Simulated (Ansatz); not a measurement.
# H4N2SSi···HF: what the fields show

```
atom    x (Å)    y (Å)    z (Å)
  Si  -0.2898   0.0259   0.4794
   F   2.2408  -0.7740  -0.1849
   S   0.4061  -0.5093   2.2359
   H   2.0457  -0.8502   0.7241
   N  -0.2278   1.5793  -0.1490
   N  -1.1500  -0.9700  -0.5595
   H  -0.5314   1.8519  -1.0674
   H   0.2619   2.3077   0.3420
   H  -1.4807  -0.7163  -1.4742
   H  -1.2749  -1.9449  -0.3465
```

These are results of RKS BHLYP-D4/def2-SVP (Ansatz 0.2.0), not measurements.

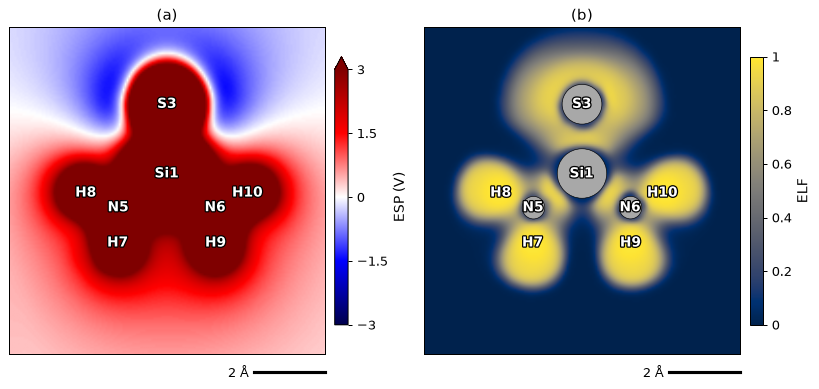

Figure 1. (a) molecular electrostatic potential; (b) electron localisation function on the plane of atoms Si1, N5 and H8. Grey discs cover the atomic cores in the ELF map.

**What do the fields say about this system?**

- The section cuts through Si, S, N and H sites.
- Si–N (1.68 Å): the ELF peaks at about 0.90 between the atoms (a shared but strongly polarised pair).
- Si–S (1.96 Å): the ELF peaks at about 0.85 between the atoms, as expected for localised, covalent bonding.
- N–H (1.00 Å): the ELF climbs to about 1 towards the hydrogen, as it does in any bond to H: an ordinary covalent bond to hydrogen.
- The ELF also peaks beside S3, away from the bonds: lone-pair regions.
- Outside the dense part of the complex the potential is most negative (−1.4 V) near S3.

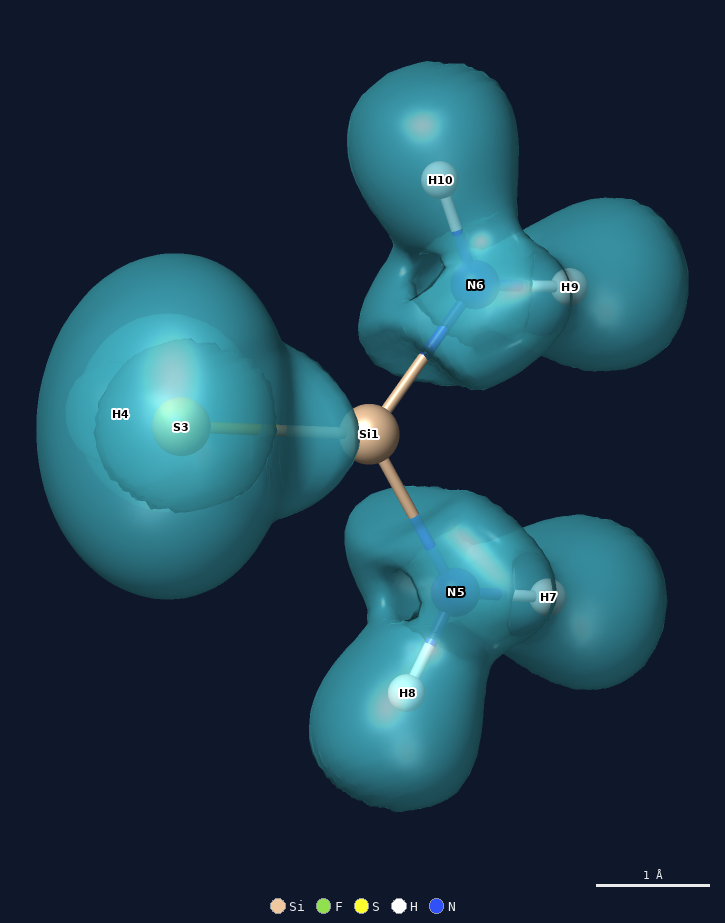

Figure 2. Isosurface of the ELF at 0.75 (cyan), seen across its widest extent. Only the valence region is drawn (cores and ρ < 0.01 e/Å³ removed).

**Describe the localisation domains.**

The ELF exceeds this value in one region on S in which the atom's valence shell and bonds are merged, one joined region spread over several atoms (F, H), in which their bonds and any lone pairs are merged and two joined regions spread over several atoms (H, N), in which their bonds and any lone pairs are merged. Profiles from the grid: S3···H4 (2.26 Å): the ELF dips to about 0.15 between them (a closed-shell contact with the geometry of a hydrogen bond).

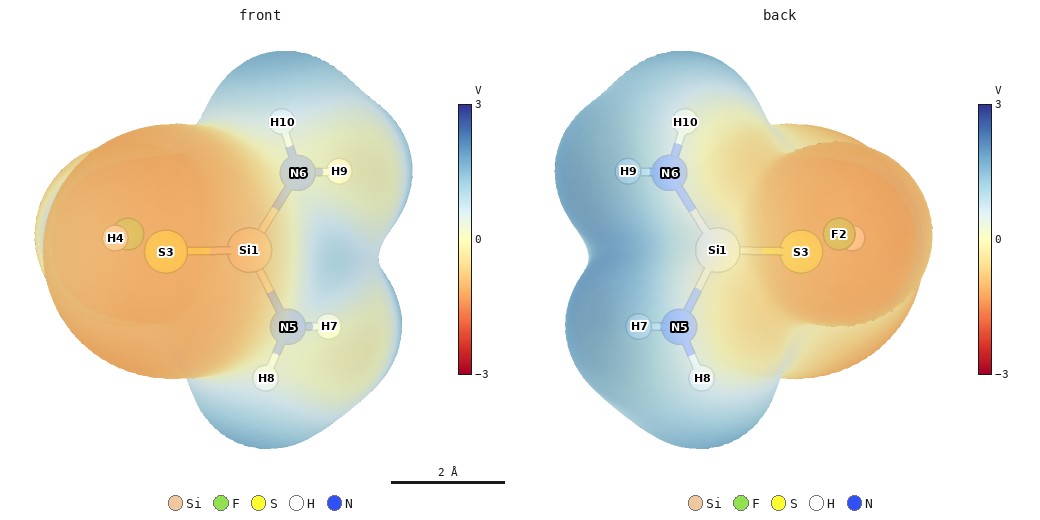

Figure 3. The molecular electrostatic potential painted on the density surface at 0.001 e/bohr³, seen from the front and from behind; red is negative and blue positive.

**Where is the surface potential most negative and most positive?**

The most negative region (about −1.2 V) lies over F2, the most positive (about +2.0 V) over H7 and H9.

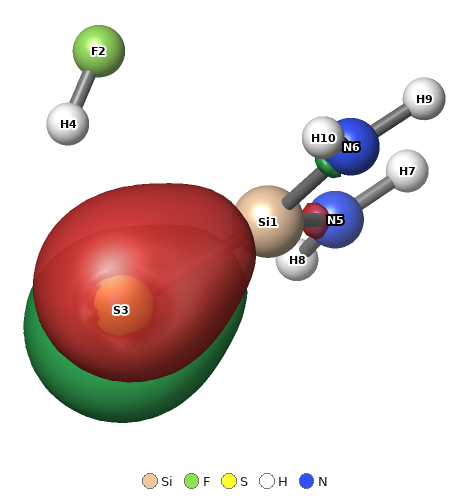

Figure 4. The HOMO at ±0.15 Å⁻³ᐟ² (green and red are the two phases), seen from one side.

**Describe this orbital and give its energy.**

By Hirshfeld shares it lies mainly on S3 (about 80 %); largely a lone pair of S3. Its energy is −7.73 eV.
